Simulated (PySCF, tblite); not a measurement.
**C₈H₉NSi: geometry, infrared bands and NMR shifts**

What infrared bands and NMR shifts should C₈H₉NSi (`C#C[SiH2]/C(=C/C#N)C(=C)C`) show?

The runs use tblite 0.8.0 and PySCF 2.14.0, with density-fitted response routines of our own; the level of theory stands in each step. All values are computed, except where a source is named. Atoms count from 0, in the outputs and in this text.

## 1. The molecule as given

19 atoms, charge 0, multiplicity 1; geometry from: force field or distance geometry start.

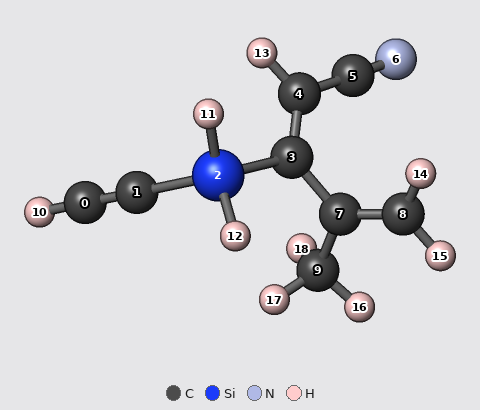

As it starts; carbon dark grey, silicon blue, nitrogen light blue, hydrogen pink, atoms numbered.

## 2. Optimising the geometry with GFN2-xTB

Job settings and geometry (Å):

```
{"job": {"kind": "relax", "xc": "GFN2-xTB", "basis": "xTB"}, "charge": 0, "multiplicity": 1}
C      1.355500     0.102900    -3.599700
C      1.532000     0.037400    -2.424900
Si     1.835400    -0.085100    -0.560500
C      0.218800    -0.528300     0.301500
C     -0.220700    -1.813800     0.329700
C     -1.429700    -2.241600     0.946300
N     -2.399000    -2.617500     1.446000
C     -0.474400     0.572600     0.968900
C     -0.455500     0.699900     2.302200
C     -1.278700     1.498200     0.089900
H      1.175800     0.170400    -4.651400
H      2.816100    -1.152000    -0.279200
H      2.348900     1.206000    -0.031600
H      0.343900    -2.600900    -0.176600
H      0.083100     0.027800     2.945700
H     -1.005600     1.504800     2.808500
H     -1.865200     2.210800     0.679200
H     -0.617500     2.079300    -0.564400
H     -1.973000     0.938500    -0.537000
```

On the command line:

```console
$ OMP_NUM_THREADS=1 python probes_run.py task.json out
```

One launch serves the whole session: the jobs run in the order shown.

Output:

```text
step      E/eV     max force
  0    -712.69686    2.263
  1    -712.64957    5.102
  2    -712.76947    0.611
  3    -712.77860    0.835
  4    -712.78650    0.777
  5    -712.79558    0.423
  6    -712.79992    0.189
  7    -712.80378    0.183
  8    -712.80616    0.224
  9    -712.80819    0.115
 10    -712.80931    0.074
 11    -712.81016    0.098
 12    -712.81127    0.125
 13    -712.81229    0.091
 14    -712.81296    0.071
 15    -712.81335    0.040
 16    -712.81372    0.061
 17    -712.81423    0.073
 18    -712.81488    0.097
 19    -712.81552    0.092
 20    -712.81605    0.062
 21    -712.81649    0.068
 22    -712.81698    0.064
 23    -712.81759    0.080
 24    -712.81835    0.073
 25    -712.81920    0.092
 26    -712.82002    0.089
 27    -712.82068    0.054
 28    -712.82112    0.050
 29    -712.82145    0.045
 30    -712.82175    0.051
 31    -712.82207    0.046
 32    -712.82239    0.052
 33    -712.82272    0.048
 34    -712.82307    0.051
 35    -712.82345    0.051
 36    -712.82381    0.046
 37    -712.82412    0.046
 38    -712.82436    0.039
 39    -712.82457    0.036
 40    -712.82475    0.032
 41    -712.82494    0.036
 42    -712.82516    0.044
 43    -712.82547    0.046
 44    -712.82589    0.051
 45    -712.82638    0.048
 46    -712.82681    0.046
 47    -712.82717    0.046
 48    -712.82758    0.052
 49    -712.82810    0.059
 50    -712.82865    0.059
 51    -712.82914    0.047
 52    -712.82953    0.041
 53    -712.82989    0.049
 54    -712.83031    0.049
 55    -712.83082    0.059
 56    -712.83145    0.061
 57    -712.83218    0.053
 58    -712.83289    0.052
 59    -712.83344    0.058
 60    -712.83378    0.050
 61    -712.83425    0.074
 62    -712.83455    0.043
 63    -712.83488    0.036
 64    -712.83512    0.053
 65    -712.83559    0.058
 66    -712.83587    0.042
 67    -712.83615    0.034
 68    -712.83638    0.037
 69    -712.83670    0.054
 70    -712.83713    0.058
 71    -712.83763    0.053
 72    -712.83810    0.048
 73    -712.83850    0.051
 74    -712.83885    0.051
 75    -712.83919    0.039
 76    -712.83944    0.033
 77    -712.83963    0.039
 78    -712.83986    0.038
 79    -712.84015    0.045
 80    -712.84041    0.034
 81    -712.84060    0.031
 82    -712.84076    0.028
 83    -712.84096    0.032
 84    -712.84128    0.046
 85    -712.84181    0.068
 86    -712.84243    0.065
 87    -712.84292    0.075
 88    -712.84325    0.050
 89    -712.84362    0.035
 90    -712.84419    0.047
 91    -712.84477    0.053
 92    -712.84532    0.073
 93    -712.84590    0.075
 94    -712.84668    0.063
 95    -712.84759    0.068
 96    -712.84864    0.060
 97    -712.84934    0.073
 98    -712.84991    0.058
 99    -712.85032    0.047
100    -712.85067    0.053
101    -712.85109    0.051
102    -712.85156    0.078
103    -712.85197    0.072
104    -712.85220    0.067
105    -712.85250    0.049
106    -712.85283    0.062
107    -712.85315    0.068
108    -712.85326    0.167
109    -712.85346    0.037
110    -712.85361    0.042
111    -712.85374    0.067
112    -712.85394    0.058
113    -712.85414    0.027
114    -712.85429    0.032
115    -712.85438    0.050
116    -712.85456    0.033
117    -712.85484    0.029
118    -712.85513    0.053
119    -712.85534    0.040
120    -712.85550    0.034
121    -712.85577    0.037
122    -712.85606    0.060
123    -712.85634    0.071
124    -712.85650    0.030
125    -712.85666    0.030
126    -712.85676    0.027
127    -712.85686    0.027
128    -712.85695    0.021
129    -712.85708    0.023
130    -712.85717    0.033
131    -712.85728    0.037
132    -712.85742    0.032
133    -712.85758    0.026
134    -712.85774    0.027
135    -712.85788    0.028
136    -712.85799    0.023
137    -712.85814    0.031
138    -712.85833    0.046
139    -712.85860    0.059
140    -712.85893    0.049
141    -712.85927    0.038
142    -712.85956    0.026
143    -712.85977    0.026
144    -712.85991    0.024
145    -712.86003    0.021
146    -712.86013    0.024
147    -712.86020    0.030
148    -712.86029    0.022
149    -712.86036    0.018
150    -712.86040    0.016
151    -712.86044    0.015
152    -712.86047    0.011
153    -712.86049    0.012
154    -712.86051    0.009
```

It took 2.4 s on 1 thread of Arm Neoverse N1, shared host; peak memory 0.18 GiB.

The steps of the relaxation: (not every step is listed) (the energy doesn't fall at every step)

```
step  energy from step 0 (eV)  largest force (eV/Å)
   0                   0.0000                2.2634
   1                   0.0473                5.1022
   2                  -0.0726                0.6105
   3                  -0.0817                0.8348
   4                  -0.0896                0.7769
   5                  -0.0987                0.4232
   6                  -0.1031                0.1894
   7                  -0.1069                0.1825
   8                  -0.1093                0.2238
  22                  -0.1201                0.0642
  36                  -0.1269                0.0457
  50                  -0.1318                0.0587
  64                  -0.1383                0.0530
  78                  -0.1430                0.0380
  92                  -0.1485                0.0733
 106                  -0.1560                0.0616
 120                  -0.1586                0.0345
 134                  -0.1609                0.0269
 148                  -0.1634                0.0218
 149                  -0.1635                0.0185
 150                  -0.1635                0.0158
 151                  -0.1636                0.0145
 152                  -0.1636                0.0112
 153                  -0.1636                0.0117
 154                  -0.1636                0.0093
```

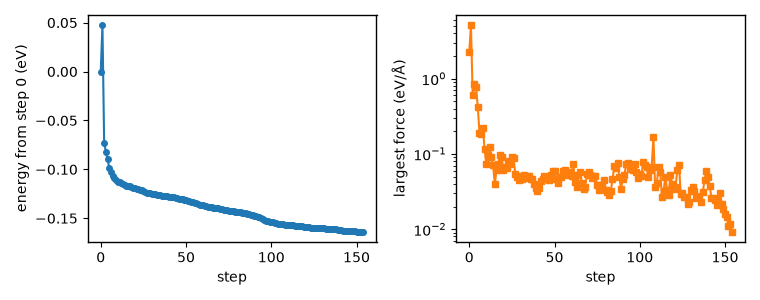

Energy and largest force along the relaxation.

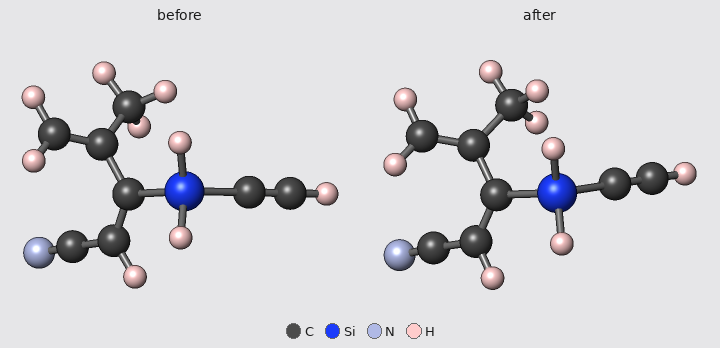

The geometry before (left) and after (right).

Close pairs (by a distance rule), those that changed most:

```
   bond  before (Å)  after (Å)  change (Å)
 C1–Si2       1.893      1.851      -0.042
 C8–H15       1.099      1.077      -0.022
Si2–H12       1.487      1.467      -0.020
  C4–C5       1.423      1.405      -0.018
 C0–H10       1.069      1.053      -0.017
 Si2–C3       1.885      1.901      +0.016
  C3–C4       1.359      1.344      -0.014
  C0–C1       1.190      1.202      +0.013
```

The next job starts from the end point, and lists it.

## 3. Infrared spectrum with GFN2-xTB

Job settings and geometry (Å):

```
{"job": {"kind": "ir", "xc": "GFN2-xTB", "basis": "xTB"}, "charge": 0, "multiplicity": 1}
C      0.903277     0.371370    -3.494644
C      1.279514     0.173402    -2.369818
Si     1.844512    -0.149850    -0.637330
C      0.299271    -0.571455     0.385613
C     -0.006217    -1.859233     0.621424
C     -1.165265    -2.294530     1.286458
N     -2.108106    -2.696940     1.804663
C     -0.546463     0.513441     0.892128
C     -0.956049     0.545671     2.156118
C     -0.874630     1.601729    -0.085754
H      0.577946     0.545294    -4.480382
H      2.736829    -1.313539    -0.636518
H      2.491007     1.048667    -0.092913
H      0.628423    -2.661432     0.264311
H     -0.691840    -0.221663     2.863499
H     -1.562564     1.352641     2.531577
H     -1.589085     2.298469     0.344206
H      0.025226     2.149870    -0.364148
H     -1.295589     1.177342    -0.995953
```

Output:

```text
mode    cm-1     km/mol
  1      32.5      0.55
  2      50.2      1.02
  3      66.0      2.07
  4     119.5      2.35
  5     131.6      3.23
  6     137.5      1.17
  7     185.9      0.54
  8     216.0      1.00
  9     224.8      3.16
 10     262.7      6.54
 11     277.6      8.21
 12     382.0      7.47
 13     455.3     12.58
 14     461.0     27.19
 15     483.5     22.97
 16     500.1     77.29
 17     558.7      2.33
 18     581.1      3.71
 19     654.5     27.37
 20     673.6     29.65
 21     682.5     27.13
 22     685.4     40.95
 23     727.1    268.98
 24     746.9     86.56
 25     774.4    238.20
 26     814.3      6.44
 27     891.9     34.18
 28     939.9     10.29
 29    1003.7     23.26
 30    1020.7     17.53
 31    1037.6      2.92
 32    1052.4      5.24
 33    1221.9      4.34
 34    1308.3      9.51
 35    1397.5      5.93
 36    1417.4      2.19
 37    1472.7      6.48
 38    1479.3      5.78
 39    1599.9      7.61
 40    1682.5     16.66
 41    2206.3     45.38
 42    2227.8    422.67
 43    2234.4    185.97
 44    2353.9    190.61
 45    3000.9     25.21
 46    3023.1     18.87
 47    3034.7     18.08
 48    3049.3     23.40
 49    3105.0     17.92
 50    3131.6     32.97
 51    3354.0      0.44
```

It took 1.5 s on 1 thread of Arm Neoverse N1, shared host; peak memory 0.18 GiB.

The strongest bands and the atoms that carry them (share of the mass-weighted mode):

```
cm⁻¹  km/mol                                   atoms
 500    77.3            H11 23 %, Si2 17 %, H12 17 %
 727   269.0  Si2 20 %, H12 17 %, H11 15 %, H15 11 %
 747    86.6                       C4 19 %, Si2 11 %
 774   238.2                      H12 45 %, H11 44 %
2206    45.4                        C1 56 %, C0 34 %
2228   422.7                      H12 55 %, H11 41 %
2234   186.0                      H11 56 %, H12 42 %
2354   190.6                        C5 60 %, N6 39 %
```

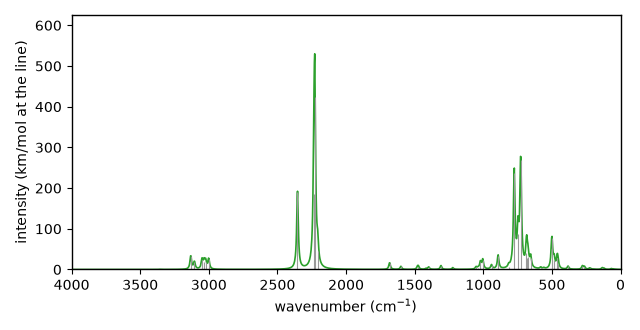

The infrared spectrum from these modes, unscaled. Lines are broadened to a width of 14 cm⁻¹ (Lorentzian).

## 4. Shielding tensors: PBE0/pcSseg-1

The job, as its differences from that of step 3:

```diff
@@ -1,2 +1,2 @@
-{"job": {"kind": "ir", "xc": "GFN2-xTB", "basis": "xTB"}, "charge": 0, "multiplicity": 1}
+{"job": {"kind": "nmr", "xc": "PBE0", "basis": "pcSseg-1"}, "charge": 0, "multiplicity": 1}
 C      0.903277     0.371370    -3.494644
```

Level: GIAO PBE0/pcSseg-1 NMR shielding, non-relativistic, gas phase.

Output:

```text
coarse grid: 16960 points
cycle   1  E = -653.6251282857  dE =  1.305e+00  |g| = 5.720e-01  |ddm| = 4.249e+00
cycle   2  E = -653.4997202495  dE =  1.254e-01  |g| = 9.445e-01  |ddm| = 1.511e+00
cycle   3  E = -653.6960137505  dE = -1.963e-01  |g| = 2.536e-01  |ddm| = 9.906e-01
cycle   4  E = -653.7104233339  dE = -1.441e-02  |g| = 4.393e-02  |ddm| = 2.228e-01
cycle   5  E = -653.7107200757  dE = -2.967e-04  |g| = 2.624e-02  |ddm| = 6.046e-02
cycle   6  E = -653.7108858941  dE = -1.658e-04  |g| = 7.155e-03  |ddm| = 2.430e-02
cycle   7  E = -653.7108984921  dE = -1.260e-05  |g| = 2.206e-03  |ddm| = 7.846e-03
cycle   8  E = -653.7108997256  dE = -1.234e-06  |g| = 5.007e-04  |ddm| = 2.270e-03
final grid: 160936 points
cycle   9  E = -653.7712648084  dE = -4.465e-05  |g| = 7.356e-03  |ddm| = 4.171e-02
cycle  10  E = -653.7712632542  dE =  1.554e-06  |g| = 7.786e-03  |ddm| = 1.523e-02
cycle  11  E = -653.7712786628  dE = -1.541e-05  |g| = 1.641e-03  |ddm| = 8.494e-03
cycle  12  E = -653.7712792890  dE = -6.262e-07  |g| = 4.236e-04  |ddm| = 1.684e-03
cycle  13  E = -653.7712793287  dE = -3.966e-08  |g| = 1.555e-04  |ddm| = 4.470e-04
cycle  14  E = -653.7712793338  dE = -5.134e-09  |g| = 6.468e-05  |ddm| = 1.479e-04
cycle  15  E = -653.7712793348  dE = -9.879e-10  |g| = 1.494e-05  |ddm| = 5.741e-05
converged SCF energy = -653.7712793348

GIAO shielding tensors (ppm)
atom      isotropic    diamagn.    paramagn.     s11        s22        s33       span
  0 C       79.342     260.906    -181.565     -4.228     -0.487    242.739    246.967
  1 C      101.579     259.602    -158.023      5.261     10.861    288.615    283.354
  2 Si     413.769     881.044    -467.275    378.887    421.802    440.617     61.731
  3 C       14.877     261.957    -247.081    -99.482    -16.422    160.535    260.017
  4 C       72.698     253.798    -181.100    -22.983     91.235    149.843    172.826
  5 C       65.261     260.519    -195.258    -50.502    -46.724    293.009    343.511
  6 N      -62.926     341.143    -404.070   -211.226   -191.044    213.491    424.716
  7 C       34.381     260.787    -226.406    -82.614     36.788    148.968    231.582
  8 C       60.793     252.942    -192.149    -38.950     72.293    149.036    187.985
  9 C      160.587     249.057     -88.470    147.648    154.318    179.797     32.148
 10 H       29.600      33.084      -3.484     24.558     24.826     39.414     14.856
 11 H       27.169      27.924      -0.755     23.828     25.763     31.917      8.089
 12 H       26.977      28.434      -1.457     24.401     25.145     31.385      6.984
 13 H       26.187      29.987      -3.800     22.356     26.293     29.912      7.556
 14 H       25.945      32.799      -6.855     22.197     25.851     29.787      7.591
 15 H       26.051      31.420      -5.370     23.259     25.189     29.704      6.444
 16 H       29.557      30.983      -1.426     25.494     28.269     34.909      9.415
 17 H       29.485      31.008      -1.524     25.635     29.064     33.754      8.119
 18 H       29.490      32.238      -2.748     25.937     28.705     33.827      7.890
```

Wall time 87 s (1 thread of Arm Neoverse N1, shared host); peak memory 1.1 GiB.

The references, computed at this level on geometries of the same kind, shield at (ppm): 1H TMS 31.72, 13C TMS 186.9, 29Si TMS 349.2, 15N NH3 267.7. Their shielding less the atom's gives the shift. The references are single molecules in the gas phase, so shifts against H2O, NH3, PH3, H3PO4 or CFCl3 are not on the usual liquid scales and can be off by tens of ppm. Atoms listed in one row are averaged.

```
        atoms                           environment  σ (ppm)  δ (ppm)  δ scaled to CDCl3
           C3       fully substituted alkene carbon     14.9    172.0              166.0
           C7       fully substituted alkene carbon     34.4    152.5              147.0
           C8                  terminal =CH2 carbon     60.8    126.1              121.2
           C5                        nitrile carbon     65.3    121.7              116.8
           C4                             alkene CH     72.7    114.2              109.6
           C0                terminal alkyne carbon     79.3    107.6              103.1
           C1                         alkyne carbon    101.6     85.3               81.4
           C9                 allylic methyl carbon    160.6     26.3               23.8
          H14    hydrogen on a terminal =CH2 carbon    25.94     5.77               5.55
          H15    hydrogen on a terminal =CH2 carbon    26.05     5.67               5.45
          H13              hydrogen on an alkene CH    26.19     5.53               5.32
     H11, H12   hydrogen on a silicon bonded to 2 C    27.07     4.64                  –
H16, H17, H18  hydrogen on an allylic methyl carbon    29.51     2.21               2.19
          H10  hydrogen on a terminal alkyne carbon    29.60     2.12               2.10
          Si2            silicon bonded to 2 C, 2 H    413.8    -64.6                  –
           N6                      nitrile nitrogen    -62.9    330.7                  –
```

The scaled column applies a straight-line fit of computed shieldings to shifts measured in CDCl3 (root-mean-square error 0.16 ppm for H, 1.9 ppm for C).

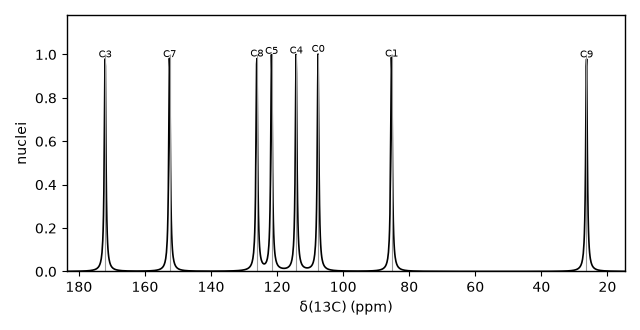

13C lines at the computed shifts, without couplings. Lines are broadened to a width of 0.58 ppm (Lorentzian).

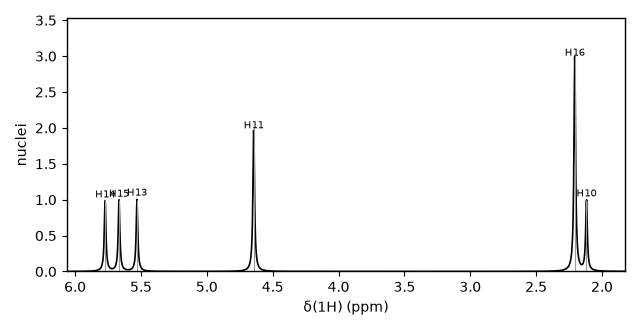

1H lines at the computed shifts, without couplings. Lines are broadened to a width of 0.01 ppm (Lorentzian).

The run also stored atomic charges by several schemes (e):

```
atoms  Mulliken    IAO  Hirshfeld  ESP fit
   C0     -0.19  -0.18      -0.07    -0.36
   C1     -0.17  -0.33      -0.15    -0.11
  Si2      0.75   0.78       0.37     0.39
   C3     -0.32  -0.21      -0.05    -0.11
   C4     -0.09  -0.19      -0.03    -0.34
   C5      0.10   0.14       0.08     0.47
   N6     -0.24  -0.24      -0.22    -0.48
   C7     -0.41   0.01       0.01     0.33
   C8     -0.01  -0.30      -0.09    -0.54
   C9     -0.16  -0.42      -0.12    -0.55
```

IAO charges:

C0 -0.18; C1 -0.33; Si2 0.78; C3 -0.21; C4 -0.19; C5 0.14; N6 -0.24; C7 0.01; C8 -0.30; C9 -0.42; H10 0.21; H11 -0.10; H12 -0.10; H13 0.18; H14 0.16; H15 0.15; H16 0.15; H17 0.15; H18 0.16

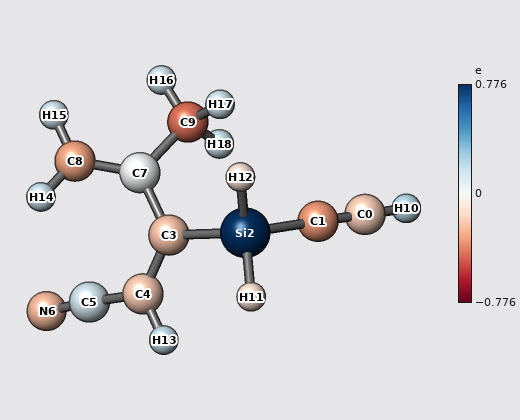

IAO charges, as colours on the atoms.

Mayer bond orders: C0–C1 2.54, C1–Si2 0.92, Si2–C3 0.82, C3–C4 1.81, C4–C5 1.06, C5–N6 2.99, C3–C7 1.03, C7–C8 1.94, C7–C9 1.06.

## 5. Summary of results

| quantity | value |
| --- | --- |
| strongest single infrared mode (GFN2-xTB) | 2228 cm⁻¹, 423 km/mol |
| zero-point energy (GFN2-xTB) | 84.5 kcal/mol |
| 13C shifts against TMS (PBE0/pcSseg-1) | 172.0, 152.5, 126.1, 121.7, 114.2, 107.6, 85.3, 26.3 ppm |
| 1H shifts against TMS (PBE0/pcSseg-1, means over atoms taken as alike) | 5.77, 5.67, 5.53, 4.64, 2.21, 2.12 ppm |
| 29Si shifts against TMS (PBE0/pcSseg-1) | -64.6 ppm |
| 15N shifts against NH3 (PBE0/pcSseg-1) | 330.7 ppm |

Relaxing lowered the energy by 0.164 eV in 154 steps; the close pair that moved most is C1–Si2, from 1.893 to 1.851 Å. All 51 modes are real, so the xTB geometry is a minimum. The strongest single mode, at 2228 cm⁻¹, moves mainly H12 and H11. Unscaled tight-binding wavenumbers are off by several per cent, some by more. Its intensities can rank the bands wrongly. At PBE0/pcSseg-1: The largest span, 425 ppm, is at N6, where the paramagnetic term is -404 ppm.
